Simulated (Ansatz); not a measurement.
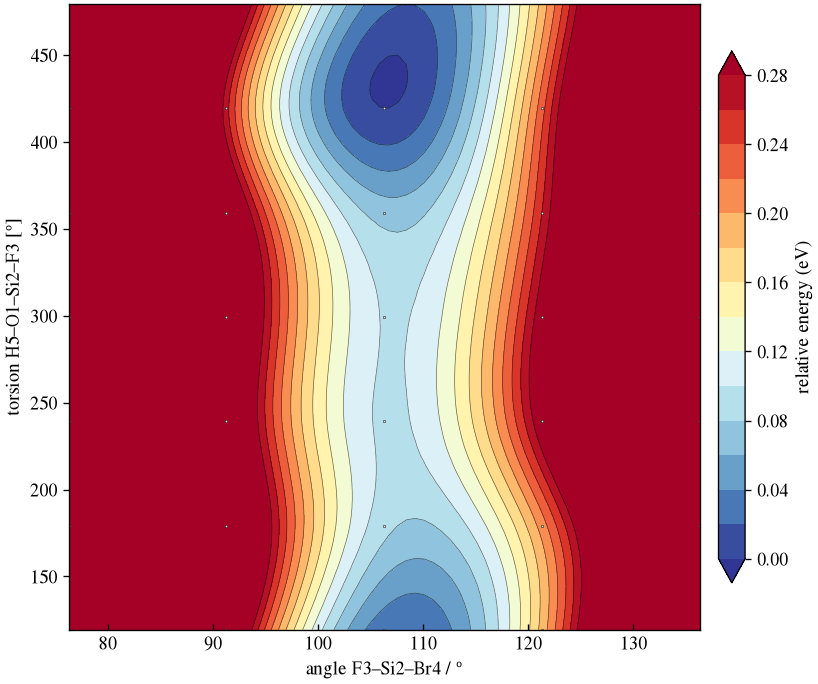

BrFH₂OSi, SMILES O[SiH](F)Br. Two internal coordinates are moved rigidly from the geometry relaxed at PBE0-D4/def2-TZVP, all others fixed. First axis: angle F3–Si2–Br4. Second axis: torsion H5–O1–Si2–F3. Grid: 5 × 6 points. Energies: eV, counted from the lowest grid point. All numbers below come from Ansatz 0.2.0, RKS r2SCAN-D4/def2-TZVPP.

In the figure: filled contours, dots at the grid points, one colour for all values above the top of the scale. Between grid points the surface is interpolated.

### Where is the minimum, and how stiff is the well along each coordinate?

The interpolated minimum is at angle F3–Si2–Br4 ≈ 106.1°, torsion H5–O1–Si2–F3 ≈ 433°. The curvatures there are about 6.8 eV/rad² and 0.12 eV/rad², with a cross term of about −0.21 eV/rad². Round the minimum the valley is somewhat tilted: raising angle F3–Si2–Br4 shifts the best value of torsion H5–O1–Si2–F3 upwards (coupling k₁₂/√(k₁₁k₂₂) about −0.2).
